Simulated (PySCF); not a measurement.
# One shape, several levels: AlHOF (SMILES [O][AlH][F])

Wanted: a comparison of 6 runs (U-r2SCAN/STO-6G, UB3LYP/STO-6G, UM06-2X/STO-6G, UPBE/STO-6G, UMP2/STO-6G, NEVPT2(3,3)/STO-6G) of AlHOF. 

The results are computed with PySCF 2.14.0.

6 further runs of the same task are left out: 1 that didn't finish, 5 set aside as unsound or not needed.

### 1 The molecule

The species is AlHOF (4 atoms), meant as a doublet with charge 0. As SMILES, `[O][AlH][F]`. One bond was lengthened or shortened from a relaxed shape.

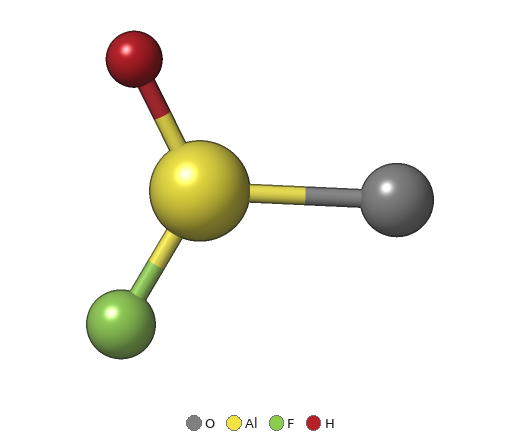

Viewed from a chosen angle; oxygen grey, aluminium yellow, fluorine green, hydrogen red.

### 2 The energy at U-r2SCAN/STO-6G (run 1)

Input file calc.py:

```python
from pyscf import gto, dft

system = gto.M(
    atom=[
    ('O', (-0.161596, -1.279112, 1.566645)),
    ('Al', (0.038200, 0.026100, -0.037000)),
    ('F', (-1.126500, -0.010300, -1.192200)),
    ('H', (1.272100, 0.985600, -0.090400)),
],
    verbose=3,
    basis='sto-6g',
    spin=1,
    max_memory=1860,
    charge=0,
)

ks = dft.UKS(system, xc='r2scan')
ks.grids.level = 5
ks.conv_tol = 1e-10
ks.kernel()
if not ks.converged:
    ks = ks.newton().run(ks.mo_coeff, ks.mo_occ)

energy = ks.e_tot
print('Final energy', energy)
```

The run is started by

```sh
$ OMP_NUM_THREADS=1 python calc.py
```

What it wrote:

```text
WARN: HOMO -0.348001585840748 >= LUMO -0.348001585840747

converged SCF energy = -416.194136030287  <S^2> = 0.76196296  2S+1 = 2.0119274
Final energy -416.1941360302868
```

Run time: 9 s. Hardware: 1 thread of Arm Neoverse V1, shared host; peak memory 0.22 GiB.

### 3 A single-point energy at UB3LYP/STO-6G (run 2)

Input file input.py:

```python
from pyscf import gto, dft

mol = gto.Mole()
mol.atom = '''
O     -0.161596    -1.279112     1.566645
Al     0.038200     0.026100    -0.037000
F     -1.126500    -0.010300    -1.192200
H      1.272100     0.985600    -0.090400
'''
mol.spin = 1
mol.verbose = 4
mol.basis = 'sto-6g'
mol.max_memory = 1860
mol.build()

myscf = dft.UKS(mol, xc='b3lyp')
myscf.grids.level = 5
myscf.conv_tol = 1e-10
myscf.kernel()
if not myscf.converged:
    myscf = myscf.newton().run(myscf.mo_coeff, myscf.mo_occ)

e_tot = myscf.e_tot
print(f'total energy: {e_tot:.8f} hartree')
```

The run is started by

```sh
$ OMP_NUM_THREADS=1 python input.py
```

What it wrote:

```text
PySCF version 2.14.0

[... 53 lines left out ...]
WARN: HOMO -0.356164394513065 >= LUMO -0.356164394513064
[... 50 lines left out ...]
converged SCF energy = -416.255108336552  <S^2> = 0.75896236  2S+1 = 2.0089424
total energy: -416.25510834 hartree
```

Wall time 6.3 s (1 thread of Arm Neoverse V1, shared host); peak memory 0.21 GiB.

Runs 3 to 5 aren't shown in full; the table further down has their settings and results.

### 4 The energy at NEVPT2(3,3)/STO-6G (run 6)

Input file mol.xyz:

```xyz
4

O     -0.161596    -1.279112     1.566645
Al     0.038200     0.026100    -0.037000
F     -1.126500    -0.010300    -1.192200
H      1.272100     0.985600    -0.090400
```

Input file job.py:

```python
import numpy
from pyscf import gto, scf, mp, mcscf, mrpt

molecule = gto.M(
    atom='mol.xyz',
    verbose=4,
    charge=0,
    max_memory=1860,
    spin=1,
    basis='sto-6g',
)

myscf = molecule.ROHF()
myscf.conv_tol = 1e-10
myscf.kernel()
if not myscf.converged:
    myscf = myscf.newton().run(myscf.mo_coeff, myscf.mo_occ)

pt = mp.MP2(scf.addons.convert_to_uhf(myscf)).run()
noons, natorbs = mcscf.addons.make_natural_orbitals(pt)
print('natural occupations', numpy.round(noons[:40], 4))
cas = mcscf.CASSCF(myscf, 3, 3)
cas.fix_spin_(ss=0.75)
cas.natorb = True
cas.kernel(natorbs)
e_pt2 = mrpt.NEVPT(cas).kernel()
e_tot = cas.e_tot + e_pt2
print('Final energy', e_tot)
```

The run is started by

```sh
$ OMP_NUM_THREADS=1 python job.py
```

What it wrote:

```text
PySCF version 2.14.0

[... 62 lines left out ...]
converged SCF energy = -415.064638300169
[... 55 lines left out ...]
1-step CASSCF converged in   4 macro ( 38 JK  11 micro) steps
[... 13 lines left out ...]
CASSCF energy = -415.098876586156
[... 25 lines left out ...]
Nevpt2 Energy = -0.047717885633148
Final energy -415.1465944717895
```

Run time: 1.3 s. Hardware: 1 thread of Arm Neoverse V1, shared host; peak memory 0.12 GiB.

### 5 The series

```csv
run,level,integration grid,frozen core orbitals,energy (Eh),dipole moment (D) of the reference,HOMO energy (eV),LUMO energy (eV),wall time
1,U-r2SCAN/STO-6G,5,–,-416.194136,1.13,-0.85,1.56,9 s
2,UB3LYP/STO-6G,5,–,-416.255108,1.15,-2.10,2.35,6.3 s
3,UM06-2X/STO-6G,5,–,-416.162311,1.24,-4.18,4.99,12 s
4,UPBE/STO-6G,5,–,-415.933779,1.04,-0.49,0.47,5.4 s
5,UMP2/STO-6G,–,7,-415.126238,1.30,-6.33,8.75,1 s
6,"NEVPT2(3,3)/STO-6G",–,–,-415.146594,1.56,–,–,1.3 s
```

### 6 Summary of results

| quantity | value |
| --- | --- |
| run 6: total energy | -415.14659 Eh |
| run 6: dipole moment (Hartree–Fock density) | 1.56 D |

In words: Over runs 1, 2, 3, 4 the dipole moment (its size) runs from 1.04 D (UPBE/STO-6G) to 1.24 D (UM06-2X/STO-6G). Totals of different functionals can't be ranked against each other. In runs 1, 2, 3, 4, 5, 6 the basis is minimal, so the values are rough. Spin contamination of the reference: run 5 ⟨S²⟩ = 0.86. All runs together took 35 s, the longest 12 s.
